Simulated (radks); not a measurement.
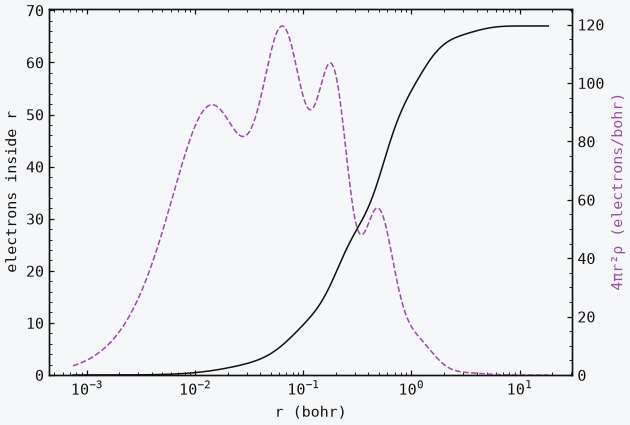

A free Ho atom in the configuration [Xe] 4f11 6s2 (4f5/2: 6, 4f7/2: 5). Method: Dirac Kohn-Sham, LDA (Slater exchange, Perdew-Wang correlation), spin-unpolarised, spherical densities, point nucleus; computed with the in-house radial solver radks.

The plot shows the number of electrons inside radius r (solid) and the radial density 4πr²ρ (dashed).

What does the plot show?

Answer. The count levels off at 67 electrons. Half of them lie within 0.424 bohr, 90 % within 1.46 bohr and 99 % within 4.47 bohr. The radial density has minima at 0.0278, 0.116 and 0.345 bohr, where the count stands at 2.0, 11.1 and 29.5; these part the shells that the density resolves.
